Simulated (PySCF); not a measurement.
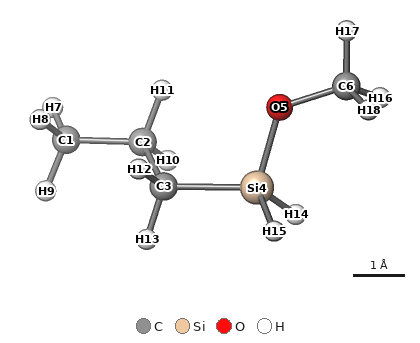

Figure 1. The input geometry of run A (ball-and-stick view, seen at a tilt; atoms are numbered from 1 in the order of the input).

# Two runs on C4H12OSi

System: C4H12OSi.
Method of run A: GIAO WP04/pcSseg-1 NMR shielding, non-relativistic, gas phase (PySCF 2.14.0).

The geometry comes from this level: PBE0-D3(BJ)/def2-SVP. Text and figures count atoms from 1; the logs count them from 0 in places.

Input file, run A:
```
{"job": {"kind": "nmr", "xc": "WP04", "basis": "pcSseg-1", "pop": false}, "charge": 0, "multiplicity": 1}
C     -2.862075     0.125622    -0.073861
C     -1.398914     0.458765    -0.322329
C     -0.584483    -0.731214    -0.829203
Si     1.228836    -0.361851    -1.084726
O      1.821278     0.137477     0.394185
C      3.133552     0.567029     0.612225
H     -3.421746     1.001996     0.288154
H     -2.964770    -0.671072     0.680520
H     -3.353224    -0.228096    -0.994879
H     -1.327949     1.287393    -1.049030
H     -0.939852     0.837150     0.606504
H     -0.651088    -1.573535    -0.117304
H     -0.995956    -1.108305    -1.783649
H      1.434603     0.724851    -2.100045
H      1.972105    -1.575437    -1.558809
H      3.389371     1.452413    -0.000088
H      3.246555     0.845872     1.671383
H      3.874409    -0.224097     0.390157
```

The first line tells a small driver script what to run in PySCF; the rest is the geometry in Å.

Hardware: 1 CPU thread, shared host.

Output (run A):
```
coarse grid: 14496 points
cycle   1  E = -533.1072123402  dE =  2.526e-01  |g| = 1.100e+00  |ddm| = 3.609e+00
cycle   2  E = -532.5350576411  dE =  5.722e-01  |g| = 1.967e+00  |ddm| = 2.902e+00
cycle   3  E = -533.3347451963  dE = -7.997e-01  |g| = 2.387e-01  |ddm| = 2.381e+00
cycle   4  E = -533.3440253007  dE = -9.280e-03  |g| = 1.117e-01  |ddm| = 2.497e-01
cycle   5  E = -533.3469982612  dE = -2.973e-03  |g| = 1.600e-02  |ddm| = 9.697e-02
cycle   6  E = -533.3470561881  dE = -5.793e-05  |g| = 5.385e-03  |ddm| = 1.912e-02
cycle   7  E = -533.3470630038  dE = -6.816e-06  |g| = 1.089e-03  |ddm| = 4.484e-03
final grid: 132432 points
cycle   8  E = -533.4129091130  dE = -4.304e-05  |g| = 1.011e-02  |ddm| = 2.600e-02
cycle   9  E = -533.4128864928  dE =  2.262e-05  |g| = 1.459e-02  |ddm| = 1.601e-02
cycle  10  E = -533.4129313811  dE = -4.489e-05  |g| = 1.653e-03  |ddm| = 9.833e-03
cycle  11  E = -533.4129319094  dE = -5.283e-07  |g| = 2.542e-04  |ddm| = 1.493e-03
cycle  12  E = -533.4129319211  dE = -1.168e-08  |g| = 8.968e-05  |ddm| = 2.855e-04
cycle  13  E = -533.4129319228  dE = -1.730e-09  |g| = 2.313e-05  |ddm| = 9.540e-05
cycle  14  E = -533.4129319229  dE = -1.219e-10  |g| = 5.402e-06  |ddm| = 1.924e-05
converged SCF energy = -533.4129319229

GIAO shielding tensors (ppm)
atom      isotropic    diamagn.    paramagn.     s11        s22        s33       span
  0 C      151.272     245.258     -93.985    138.408    143.906    171.502     33.094
  1 C      149.708     250.186    -100.478    140.234    150.572    158.318     18.084
  2 C      154.988     256.718    -101.730    142.656    152.452    169.857     27.202
  3 Si     355.929     883.803    -527.874    304.726    348.199    414.861    110.135
  4 O      318.941     406.840     -87.900    292.577    326.262    337.982     45.405
  5 C      116.849     237.718    -120.869     89.668     91.861    169.017     79.349
  6 H       30.368      27.710       2.658     26.191     27.824     37.090     10.899
  7 H       30.667      30.014       0.653     27.061     29.022     35.918      8.857
  8 H       30.692      28.217       2.475     27.159     28.902     36.016      8.858
  9 H       30.443      33.054      -2.611     25.548     30.443     35.337      9.789
 10 H       30.068      35.420      -5.351     24.387     31.155     34.663     10.276
 11 H       30.840      34.845      -4.005     27.222     29.992     35.306      8.084
 12 H       31.404      32.297      -0.893     27.441     30.058     36.713      9.271
 13 H       27.579      31.592      -4.013     24.612     26.234     31.891      7.280
 14 H       27.499      30.562      -3.064     24.294     25.902     32.302      8.008
 15 H       28.221      27.376       0.844     24.442     25.931     34.288      9.846
 16 H       27.999      27.755       0.244     24.002     25.770     34.226     10.224
 17 H       28.189      26.218       1.971     24.433     25.742     34.393      9.960
```

For run B the input was changed thus:
```diff
-"xc": "WP04"
+"xc": "CAM-B3LYP"
```

What does this change do to the results?

The total energies belong to different methods, so their difference says nothing on which is more stable or more accurate. The HOMO goes from −9.02 to −9.32 eV. The LUMO goes from −0.58 to 1.95 eV. The dipole moment goes from 0.53 to 0.49 D. Of all shieldings, the largest change is that of O5, by +18.6 ppm. The functional changes from WP04 to CAM-B3LYP. Exact exchange removes part of the self-interaction error of semilocal functionals, which pushes filled and empty levels apart. The SCF takes 12 iterations against 14.

Output (run B):
```
coarse grid: 14496 points
cycle   1  E = -524.0960037869  dE =  4.175e-01  |g| = 7.062e-01  |ddm| = 3.464e+00
cycle   2  E = -524.0362300811  dE =  5.977e-02  |g| = 9.349e-01  |ddm| = 1.226e+00
cycle   3  E = -524.1901024732  dE = -1.539e-01  |g| = 6.505e-02  |ddm| = 7.618e-01
cycle   4  E = -524.1907486767  dE = -6.462e-04  |g| = 3.266e-02  |ddm| = 6.971e-02
cycle   5  E = -524.1910032829  dE = -2.546e-04  |g| = 4.197e-03  |ddm| = 2.720e-02
cycle   6  E = -524.1910074042  dE = -4.121e-06  |g| = 9.343e-04  |ddm| = 4.712e-03
final grid: 132432 points
cycle   7  E = -524.2475038400  dE = -2.293e-05  |g| = 4.136e-03  |ddm| = 1.146e-02
cycle   8  E = -524.2475041947  dE = -3.547e-07  |g| = 4.050e-03  |ddm| = 5.803e-03
cycle   9  E = -524.2475078888  dE = -3.694e-06  |g| = 4.110e-04  |ddm| = 2.768e-03
cycle  10  E = -524.2475079139  dE = -2.504e-08  |g| = 1.831e-04  |ddm| = 4.256e-04
cycle  11  E = -524.2475079198  dE = -5.934e-09  |g| = 4.137e-05  |ddm| = 1.712e-04
cycle  12  E = -524.2475079201  dE = -3.402e-10  |g| = 5.985e-06  |ddm| = 3.710e-05
converged SCF energy = -524.2475079201

GIAO shielding tensors (ppm)
atom      isotropic    diamagn.    paramagn.     s11        s22        s33       span
  0 C      162.320     243.525     -81.205    148.025    154.993    183.942     35.917
  1 C      162.544     247.362     -84.818    153.218    164.683    169.732     16.514
  2 C      164.374     254.444     -90.070    150.762    162.767    179.592     28.831
  3 Si     351.816     881.032    -529.215    293.296    339.198    422.955    129.658
  4 O      337.527     403.270     -65.743    296.842    350.454    365.286     68.444
  5 C      128.423     236.149    -107.726    100.078    102.553    182.638     82.560
  6 H       30.038      27.682       2.356     25.423     27.395     37.297     11.874
  7 H       30.389      29.265       1.124     26.512     28.629     36.026      9.514
  8 H       30.405      28.246       2.159     26.622     28.484     36.109      9.488
  9 H       30.180      32.228      -2.048     24.880     30.137     35.523     10.643
 10 H       29.802      33.635      -3.833     23.677     30.917     34.814     11.137
 11 H       30.553      33.684      -3.131     26.786     29.548     35.326      8.539
 12 H       31.180      31.970      -0.789     27.009     29.664     36.868      9.859
 13 H       26.734      30.448      -3.714     23.772     25.355     31.076      7.304
 14 H       26.652      29.691      -3.039     23.458     24.999     31.500      8.042
 15 H       27.817      26.942       0.875     23.859     25.460     34.133     10.274
 16 H       27.494      27.221       0.273     23.154     25.278     34.051     10.897
 17 H       27.776      26.127       1.649     23.832     25.249     34.248     10.416
```

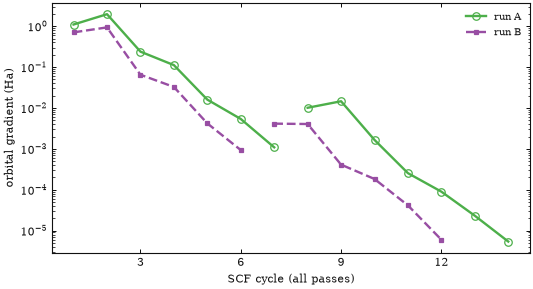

Figure 2. Convergence of the two runs: orbital gradient against the SCF cycle. A break in a curve parts two SCF passes (coarse and final grid). Run A takes 14 cycles in all, and run B takes 12.

The two runs side by side:

| quantity | run A | run B |
| --- | --- | --- |
| outcome | converged | converged |
| total energy (hartree) | −533.412932 | −524.247508 |
| HOMO (eV) | −9.02 | −9.32 |
| LUMO (eV) | −0.58 | 1.95 |
| dipole moment (D) | 0.53 | 0.49 |
| shielding of C1 (ppm) | 151.3 | 162.3 |
| shielding of C2 (ppm) | 149.7 | 162.5 |
| shielding of C3 (ppm) | 155.0 | 164.4 |
| shielding of Si4 (ppm) | 355.9 | 351.8 |
| shielding of O5 (ppm) | 318.9 | 337.5 |
| shielding of C6 (ppm) | 116.8 | 128.4 |
| shielding of H15 (ppm) | 27.5 | 26.7 |
| SCF iterations | 14 | 12 |
| basis functions | 169 | 169 |
| wall time (shared host) | 16 s | 23 s |
